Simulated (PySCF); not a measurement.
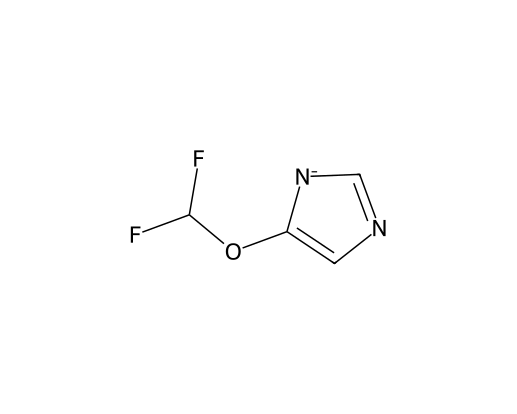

2D structure. State: charge −1, singlet.

**Write the SMILES.**

FC(F)Oc1cnc[n-]1

**Give the formula, hydrogens included.**

C4H3F2N2O, charge -1.

**An optimisation with GFN2-xTB gave a structure of which point group?**

Cs. Other conformers may differ.

More results for the same structure follow; atom numbers are the same in all pictures, views and colours differ. The geometry was computed by an optimisation with GFN2-xTB. No frequency run is at hand to confirm it as a minimum.

**Spin–spin coupling**

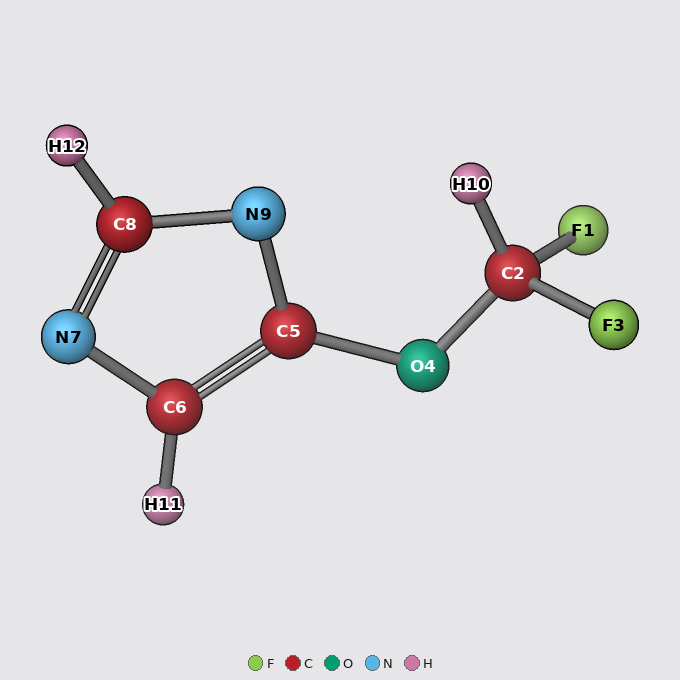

No frequency run is at hand to confirm it as a minimum. Properties computed with B3LYP/pcJ-1 indirect spin-spin coupling, non-relativistic, gas phase (PySCF 2.14.0). Isotopes: 13C, 19F, 1H, 15N, 17O.

Give the spin–spin coupling constants of these pairs, with the number of bonds between them: F1/C2, C2/F3, F1/O4, F1/F3, F1/H10, F3/O4, F3/H10.

```tsv
pair	bonds apart	J (Hz)
F1, C2	1	−294.8
C2, F3	1	−294.5
F1, O4	2	−35.1
F1, F3	2	139.4
F1, H10	2	85.9
F3, O4	2	−35.4
F3, H10	2	85.7
```

Density functionals are unreliable for couplings to fluorine, so those rows may be far off.

**Electronic properties**

No frequency run is at hand to confirm it as a minimum. Properties computed with B3LYP/pcJ-1, gas phase (PySCF 2.14.0).

**Estimate the HOMO energy (Kohn–Sham orbital).**

−0.87 eV.

**Quadrupole coupling**

No frequency run is at hand to confirm it as a minimum. Electric field gradients from the ground-state density, B3LYP/pcJ-1 (PySCF 2.14.0), non-relativistic apart from any core potentials.

Give the largest field-gradient component, the quadrupole coupling constant and the asymmetry for 17O at O4 (Q = −25.6 mb), 14N at N7 (Q = 20.44 mb), 14N at N9 (Q = 20.44 mb), 2H at H10 (Q = 2.86 mb), 2H at H11 (Q = 2.86 mb).

| atom | V_zz (a.u.) | e²qQ/h (MHz) | η |
| --- | --- | --- | --- |
| O4 | 1.789 | −10.76 | 0.76 |
| N7 | −0.861 | −4.13 | 0.08 |
| N9 | −0.728 | −3.50 | 0.41 |
| H10 | 0.235 | 0.158 | 0.01 |
| H11 | 0.343 | 0.231 | 0.10 |
